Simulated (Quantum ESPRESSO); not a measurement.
Converging the k-point mesh: BaTiO₃ (P4mm, 5 atoms in the cell)

```
CELL_PARAMETERS angstrom
      4.01200     0.00000     0.00000
      0.00000     4.01200     0.00000
      0.00000     0.00000     4.01200
ATOMIC_POSITIONS crystal
  Ba 0.00000 0.00000 0.01246
  Ti 0.50000 0.50000 0.50000
  O  0.50000 0.00000 0.50000
  O  0.00000 0.50000 0.50000
  O  0.50000 0.50000 0.00000
```

Computed with PBE, PseudoDojo stringent norm-conserving (PBE) pseudopotentials (plane waves; Quantum ESPRESSO).

Base settings: ecutwfc = 95 Ry; occupations = smearing; smearing = fermi-dirac; degauss = 0.000734986 Ry; potentials = {Ba: Ba.upf, Ti: Ti.upf, O: O.upf}; K_POINTS = automatic 3 3 3 0 0 0; conv_thr = 1e-10 Ry; mixing_beta = 0.3.

The second cell is the first with its lattice scaled by 0.98.

Only quantities that move along the ladder and can be compared are tabulated.

The count of work is k-points × plane waves × bands × iterations; it is no time. 

The starting cell has typed, rounded lattice constants, without a prior relaxation at this level. Its lattice was rescaled by up to half a per cent. One atom was moved a little off its site on purpose.

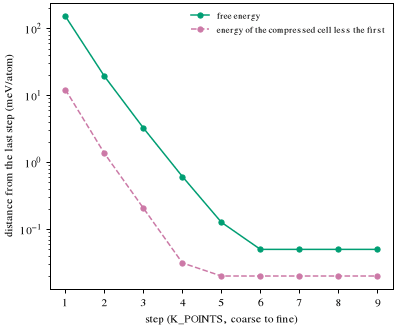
Distance from the last step along the ladder; very small values are drawn at a floor.

| K_POINTS | free energy less the last step's (meV/atom) | energy of the compressed cell less the first (meV/atom) | pressure (GPa) | largest difference of a force vector from the last step's (eV/Å) | gap on the mesh (eV) | count of work / last |
|---|---|---|---|---|---|---|
| automatic 2 2 2 0 0 0 | 152.16 | 41.24 | 2.99 | 0.041 | 1.427 | 0.021 |
| automatic 3 3 3 0 0 0 | 19.35 | 30.38 | 0.91 | 0.009 | 1.852 | 0.021 |
| automatic 4 4 4 0 0 0 | 3.26 | 29.22 | 0.69 | 0.003 | 1.790 | 0.058 |
| automatic 5 5 5 0 0 0 | 0.61 | 29.04 | 0.66 | 0.001 | 1.921 | 0.067 |
| automatic 6 6 6 0 0 0 | 0.13 | 29.02 | 0.66 | 0.000 | 1.807 | 0.14 |
| automatic 7 7 7 0 0 0 | 0.03 | 29.01 | 0.66 | 0.000 | 1.870 | 0.15 |
| automatic 9 9 9 0 0 0 | 0.00 | 29.01 | 0.66 | 0.000 | 1.846 | 0.26 |
| automatic 11 11 11 0 0 0 | 0.00 | 29.01 | 0.66 | 0.000 | 1.834 | 0.47 |
| automatic 13 13 13 0 0 0 | 0.00 | 29.01 | 0.66 | 0.000 | 1.827 | 0.73 |
| automatic 15 15 15 0 0 0 | 0.00 | 29.01 | 0.66 | 0.000 | 1.823 | 1.0 |

Coarsest K_POINTS that holds the free energy within 1 meV/atom of the last step, with all finer ones: automatic 5 5 5 0 0 0, at 0.067 of the last step's count of work; the step before is off by 3.3 meV/atom.

Coarsest K_POINTS that holds the pressure within 1 GPa of the last step, with all finer ones: automatic 3 3 3 0 0 0, at 0.021 of the last step's count of work; the step before is off by 2.3 GPa.

The energy difference between the two cells stays within 1 meV/atom of the last step's from automatic 4 4 4 0 0 0 on, the total only from automatic 5 5 5 0 0 0 on: much of the error is common to both cells and cancels.

The gap on the mesh jumps up and down from mesh to mesh; it is no smooth measure of convergence.
